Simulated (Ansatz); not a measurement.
Input

```
crystal:
  lattice:
    - [3.5740565792, 0.0, 0.0]
    - [-1.7870282896, 3.0952237921, 0.0]
    - [0.0, 0.0, 17.9609182597]
  atoms:
    - { symbol: La, position: [0.3333333333, 0.6666666667, 0.4189610821] }
    - { symbol: La, position: [0.6666666667, 0.3333333333, 0.5810389179] }
    - { symbol: La, position: [0.3333333333, 0.6666666667, 0.0786441543] }
    - { symbol: La, position: [0.6666666667, 0.3333333333, 0.9213558457] }
    - { symbol: La, position: [0.0, 0.0, 0.737621581] }
    - { symbol: La, position: [0.0, 0.0, 0.262378419] }
    - { symbol: "N", position: [0.0, 0.0, 0.0] }
basis:
  ecutwfc: 420
kpoints:
  mp_grid: { grid: [12, 12, 2] }
hamiltonian:
  xc: pbe
scf:
  occupations: { method: gaussian, width: 0.1 }
output:
  forces: true
  stress: true
  eigenvalues: true
  write_density: true
  write_potential: true
  elf: true
  volumetric_format: npy
relax:
  adjacent_minimum: "off"
  f_tol: 0.01
  max_steps: 30
  cell: { stress_tol: 0.1, fix: [volume] }
```

Command:

```sh
ansatz run input.yaml --threads 1 --pin off --max-ram 2560MiB --backend cpu --events-out ev --progress --plain --runs-dir out
```

Below, planes, directions and counts refer to the conventional cell (a = 3.58 Å, b = 3.58 Å, c = 17.91 Å, α = 90.00°, β = 90.00°, γ = 120.00°).

The fields are those of the run's last geometry, not of the input's.

Space group P-3m1; a generated structure, not necessarily the stable one; changed on purpose from its base cell (volume × 0.88, shape and atoms relaxed); computed pressure about 5 GPa in this cell; computed without spin polarisation.

Level of theory: Ansatz 0.2.0, DFT PBE, scalar-relativistic, plane waves, PAW.

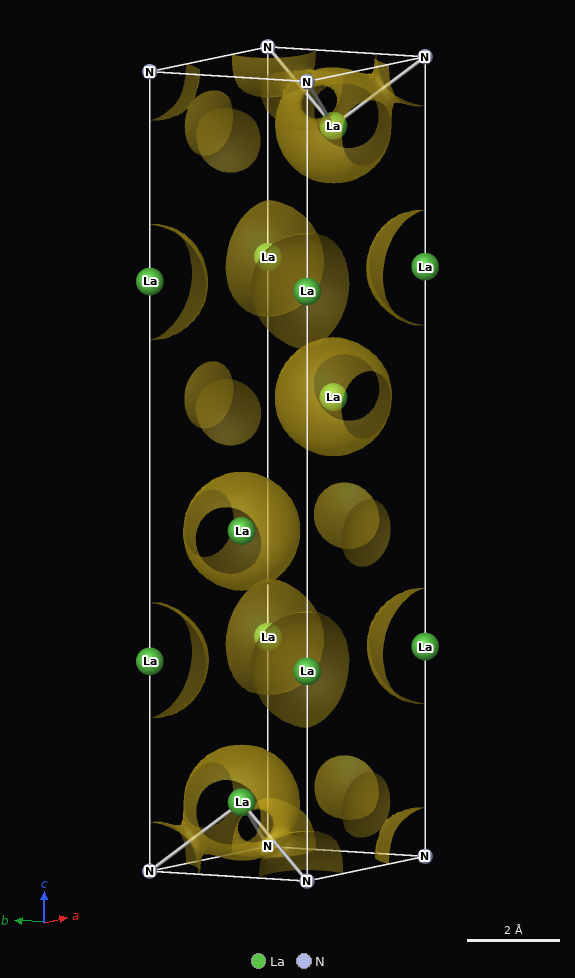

La₆N. Isosurface of the valence pseudo-density at 0.3 e/Å³ (yellow), seen at an oblique angle. Sticks mark near contacts.

What does this surface tell about the bonding?

At this value the density is joined into sheets; it holds about 75 % of the electrons treated as valence (semicore included). It bridges the sampled La–N (2.51 Å) contacts, where the density stays above the isovalue. On the grid the lowest density along these lines, outside the cores, is 0.37 e/Å³ (La–N, 2.51 Å).
